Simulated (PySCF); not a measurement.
System: C₂H₉NO₂Si₃ (SMILES N#CC[SiH2]O[SiH2]O[SiH3]).

```json
{"atom": "N", "x (Å)": "-1.0894", "y (Å)": "1.2038", "z (Å)": "1.9651"}
{"atom": "C", "x (Å)": "-1.6507", "y (Å)": "1.0081", "z (Å)": "0.9862"}
{"atom": "C", "x (Å)": "-2.3178", "y (Å)": "0.7461", "z (Å)": "-0.2467"}
{"atom": "Si", "x (Å)": "-1.0905", "y (Å)": "0.0228", "z (Å)": "-1.5398"}
{"atom": "O", "x (Å)": "-0.3535", "y (Å)": "-1.2569", "z (Å)": "-0.9030"}
{"atom": "Si", "x (Å)": "0.6901", "y (Å)": "-1.9093", "z (Å)": "0.1689"}
{"atom": "O", "x (Å)": "1.8775", "y (Å)": "-0.8720", "z (Å)": "0.4774"}
{"atom": "Si", "x (Å)": "2.5041", "y (Å)": "0.5921", "z (Å)": "0.8136"}
{"atom": "H", "x (Å)": "-3.1243", "y (Å)": "0.0355", "z (Å)": "-0.0559"}
{"atom": "H", "x (Å)": "-2.7623", "y (Å)": "1.6707", "z (Å)": "-0.6166"}
{"atom": "H", "x (Å)": "-0.1252", "y (Å)": "1.0537", "z (Å)": "-1.9137"}
{"atom": "H", "x (Å)": "-1.8599", "y (Å)": "-0.5200", "z (Å)": "-2.6555"}
{"atom": "H", "x (Å)": "1.2889", "y (Å)": "-3.0271", "z (Å)": "-0.5412"}
{"atom": "H", "x (Å)": "-0.0614", "y (Å)": "-2.1801", "z (Å)": "1.3839"}
{"atom": "H", "x (Å)": "1.5064", "y (Å)": "1.6305", "z (Å)": "0.5742"}
{"atom": "H", "x (Å)": "2.9300", "y (Å)": "0.5226", "z (Å)": "2.2073"}
{"atom": "H", "x (Å)": "3.6310", "y (Å)": "0.7081", "z (Å)": "-0.1142"}
```

Geometry: GFN2-xTB.

Computed with PySCF, PBE0/pcSseg-1, SCF density, gas phase, non-relativistic.

What can the converged electron density and electron localisation function tell about the bonding?

Answer. C–N (1.15 Å): the density is about 3.6 e/Å³ at the midpoint; the ELF peaks at about 0.85 between the atoms: a short, multiple covalent bond.
Si–O (1.63 Å): ρ is about 1.1 e/Å³ halfway; the ELF peaks at about 0.85 between the atoms: a shared but strongly polarised pair.
Si–H (1.45 Å): ρ is about 0.85 e/Å³ halfway; the ELF climbs to about 1 towards the hydrogen, as it does in any bond to H.

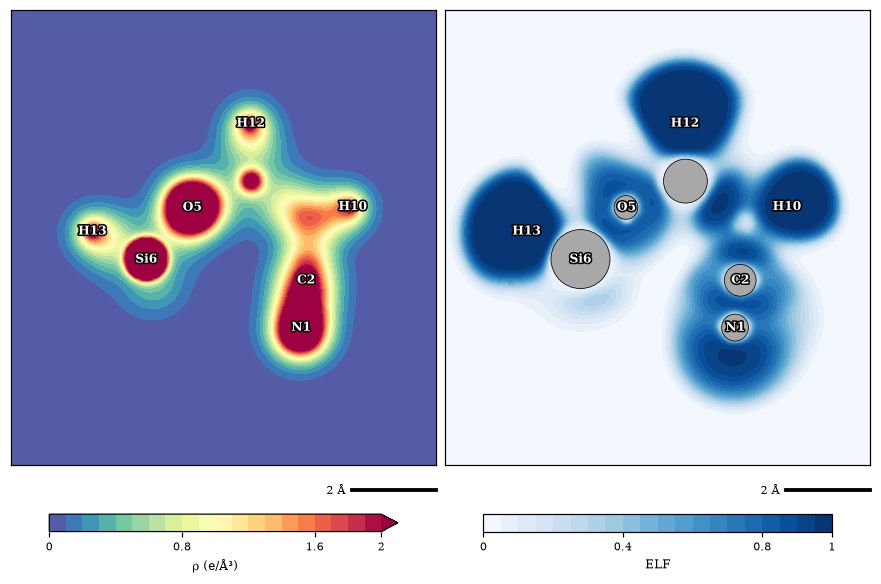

Computed electron density and electron localisation function on the plane of atoms O5, Si6 and H13, in this order. Grey discs cover the atomic cores in the ELF map. 
